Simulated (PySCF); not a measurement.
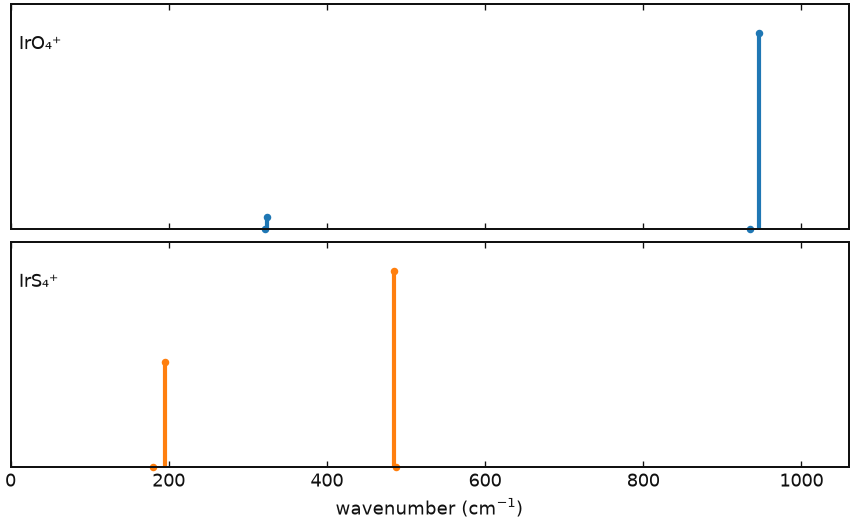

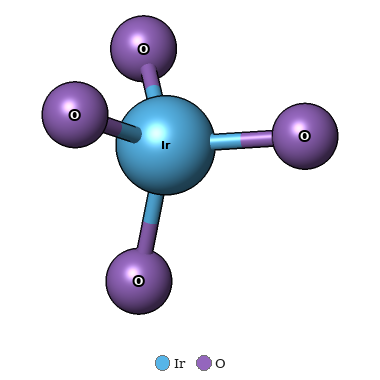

Harmonic infrared lines of IrO₄⁺ and IrS₄⁺, all Td singlets, each the lowest point that its search found (IrO₄⁺ is drawn); the ligand atom changes down one group of the periodic table. PBE/def2-SVP (core potentials past Kr), PySCF 2.14.0, unscaled, no spin-orbit coupling; each panel is scaled to its strongest line, degenerate modes are one line with their intensities summed, and dots on the axis are modes too weak to show or inactive.

How do the bond length and the stretches change along the series?

Mean bond length: IrO₄⁺ 1.714, IrS₄⁺ 2.133 Å, rising down the group. Highest t2 mode: IrO₄⁺ 946, IrS₄⁺ 485 cm⁻¹, falling down the group.

Caveats, for all or some of the runs: double-zeta basis on some or all atoms; spin-orbit coupling is left out, and with Ir it can shift these values.
